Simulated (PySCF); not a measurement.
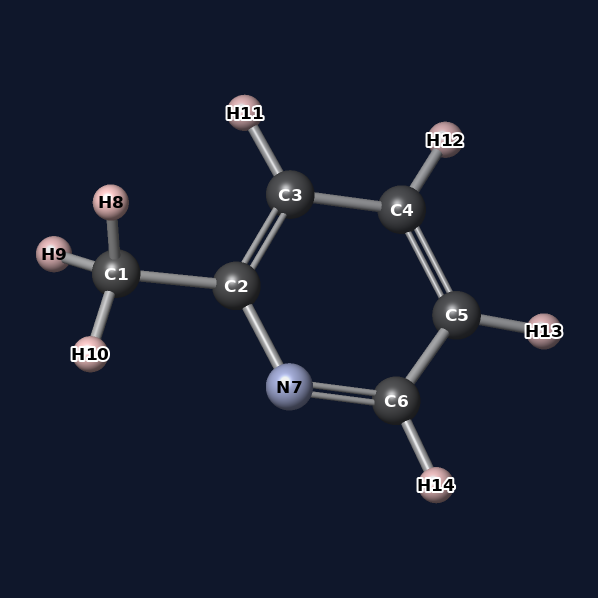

The computed structure is the end point of a PBE0-D3(BJ)/def2-SVP optimisation. No frequency run is at hand to confirm it as a minimum. Method: B3LYP/6-31G* indirect spin-spin coupling, non-relativistic, gas phase (PySCF 2.14.0). Isotopes: 13C, 1H, 15N.

Give the spin–spin coupling constants of these pairs, with the number of bonds between them: C2/N7, C1/N7, C5/N7, N7/H14, C4/N7, N7/H10, N7/H8, N7/H9, N7/H13.

```tsv
pair	bonds apart	J (Hz)
C2, N7	1	−10.3
C1, N7	2	−9.1
C5, N7	2	2.6
N7, H14	2	−9.5
C4, N7	3	−3.2
N7, H10	3	−2.1
N7, H8	3	−2.3
N7, H9	3	−2.3
N7, H13	3	−0.9
```
